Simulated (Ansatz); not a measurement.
# HF (hydrogen fluoride) at 6 levels

Aim: a comparison of 6 runs (UHF/3-21G, UPBE0/3-21G, r2SCAN/3-21G, wB97M-V/cc-pVDZ, UMP2/cc-pVDZ, CCSDT(Q)/cc-pVDZ) of HF (hydrogen fluoride). 

The calculation is run with Ansatz 0.2.0.

57 further runs of the same task are left out: 1 that didn't finish, 56 set aside as unsound or not needed.

## (1) The system as given

HF has 2 atoms, charge 0, and is taken as a singlet. As SMILES, `F`. The H2–F1 distance was set to 1.150 Å, away from the relaxed value.

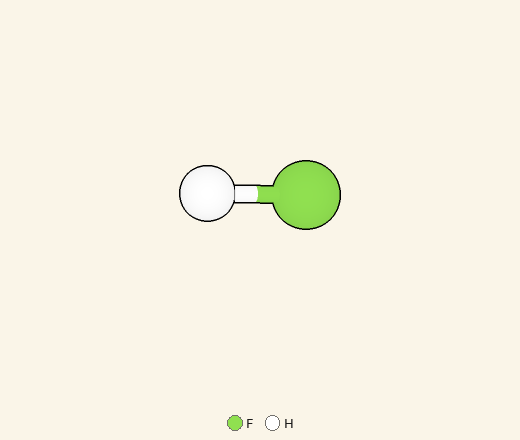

The structure, seen from a chosen angle (fluorine green, hydrogen white).

## (2) A single-point energy at UHF/3-21G (run 1)

in.yaml

```yaml
crystal:
  periodic: [false, false, false]
  atoms:
    - {symbol: F, position_ang: [-0.585041, 0.216915, -0.294621]}
    - {symbol: H, position_ang: [0.390000, -0.144600, 0.196400]}
basis:
  gaussian: {orbitals: 3-21G.json}
accuracy: high
magnetization: {spin_polarized: true}
hamiltonian: {xc: hf}
```

The basis set 3-21G is read from a file made from the Basis Set Exchange's data (not shown).

On the command line:

```sh
$ ansatz run in.yaml --threads 1 --pin off --max-ram 2610MiB --events-out events.jsonl --progress --plain --runs-dir runs
```

What it wrote:

```text
Warning: RAYON_NUM_THREADS=1 ignored (pool sized by the plan → 1); use --threads N
Functional definition: HF
  name "HF"
  exchange = exact_x
  correlation = 0
151 factors; integrals over basis functions are off by at most 3.5e-9 eV
mean field evaluation 1: about -2704.1640 eV, gradient 1.7e1 eV
mean field evaluation 2: about -2704.1639 eV, gradient 1.7e1 eV
mean field evaluation 4: about -2705.5720 eV, gradient 1.9e0 eV
mean field evaluation 8: about -2705.5950 eV, gradient 1.5e-2 eV
mean field evaluation 16: about -2705.5950 eV, gradient 7.3e-9 eV
mean field -2705.59497297 eV, -99.4287813383 hartree, gradient 7.3e-9 eV, S^2 0.000000; 0 other end points of the search recorded, 0 dependent functions left out
reference -2705.59497297 eV, -99.4287813383 hartree; 5, 5 occupied and 6, 6 virtual orbitals, 151 factors
Total energy: -2705.59497297 eV, -99.4287813383 hartree
```

Run time: 0.04 s. Hardware: 1 thread of Arm Neoverse V2, shared host.

## (3) A single-point energy at UPBE0/3-21G (run 2)

molecule.yaml

```yaml
crystal:
  periodic: [false, false, false]
  atoms:
    - {symbol: F, position_ang: [-0.585041, 0.216915, -0.294621]}
    - {symbol: H, position_ang: [0.390000, -0.144600, 0.196400]}
basis:
  gaussian: {orbitals: 3-21G.json}
magnetization: {spin_polarized: true}
hamiltonian: {xc: pbe0}
accuracy: high
```

The basis set 3-21G is read from a file made from the Basis Set Exchange's data (not shown).

On the command line:

```sh
$ ansatz run molecule.yaml --threads 1 --pin off --max-ram 2610MiB --events-out events.jsonl --progress --plain --runs-dir runs
```

What it wrote:

```text
Warning: RAYON_NUM_THREADS=1 ignored (pool sized by the plan → 1); use --threads N
Functional definition: PBE0
  name "PBE0"
  parameter a = 0.25
  parameter kappa = 0.804
  parameter beta = 0.06672455060314922
  exchange = (1 - a)*pbe_x(kappa = kappa, mu = beta*pi^2/3) + a*exact_x
  correlation = pbe_c(beta = beta)
151 factors; integrals over basis functions are off by at most 3.5e-9 eV
mean field evaluation 1: about -2712.8934 eV, gradient 2.0e1 eV
mean field evaluation 2: about -2712.0793 eV, gradient 2.8e1 eV
mean field evaluation 4: about -2714.3087 eV, gradient 9.9e-2 eV
mean field evaluation 8: about -2714.3072 eV, gradient 5.9e-4 eV
mean field evaluation 16: about -2714.3072 eV, gradient 3.1e-8 eV
mean field -2714.30724873 eV, -99.7489515674 hartree, gradient 3.1e-8 eV, S^2 0.000000; 0 other end points of the search recorded, 0 dependent functions left out
reference -2714.30724941 eV, -99.7489515923 hartree; 5, 5 occupied and 6, 6 virtual orbitals, 151 factors
Total energy: -2714.30724941 eV, -99.7489515923 hartree
```

Wall time 0.34 s (1 thread of Arm Neoverse V2, shared host).

Runs 3 to 5 aren't shown in full; the table further down has their settings and results.

## (4) The energy at CCSDT(Q)/cc-pVDZ (run 6)

run.yaml

```yaml
crystal:
  periodic: [false, false, false]
  atoms:
    - {symbol: F, position_ang: [-0.585041, 0.216915, -0.294621]}
    - {symbol: H, position_ang: [0.390000, -0.144600, 0.196400]}
basis:
  gaussian: {orbitals: cc-pVDZ}
correlation: {method: ccsdt_q, frozen_orbitals: {F: 1, H: 0}}
accuracy: high
scf: {omitted_lower_state_checks: [cluster_reference, increment]}
```

On the command line:

```sh
$ ansatz run run.yaml --threads 1 --pin off --max-ram 2610MiB --events-out events.jsonl --progress --plain --runs-dir runs
```

What it wrote:

```text
Warning: RAYON_NUM_THREADS=1 ignored (pool sized by the plan → 1); use --threads N
[... 11 lines left out ...]
1 core orbitals not correlated: weight in the atoms' cores, before any rotation towards them, 1.000 or more for the frozen orbitals, at most 0.000 for the correlated occupied ones
[... 23 lines left out ...]
Total energy: -2726.41216307 eV, -100.1937989643 hartree
Checks for a lower state left out: cluster_reference, increment
```

Wall time 0.58 s (1 thread of Arm Neoverse V2, shared host).

## (5) All runs side by side

```tsv
run	level	frozen core orbitals	energy (Eh)	wall time
1	UHF/3-21G	–	-99.428781	0.04 s
2	UPBE0/3-21G	–	-99.748952	0.34 s
3	r2SCAN/3-21G	–	-99.799938	0.62 s
4	wB97M-V/cc-pVDZ	–	-100.372634	2.3 s
5	UMP2/cc-pVDZ	1	-100.185159	0.06 s
6	CCSDT(Q)/cc-pVDZ	1	-100.193799	0.58 s
```

## (6) What came out

| quantity | value |
| --- | --- |
| run 6: total energy | -100.19380 Eh |
| run 6: correlation energy (1 core orbital frozen) | -220.0 mEh |
| run 6: T1 diagnostic | 0.010 |

Totals of different functionals can't be ranked against each other. All runs together took 4 s, the longest 2.3 s.
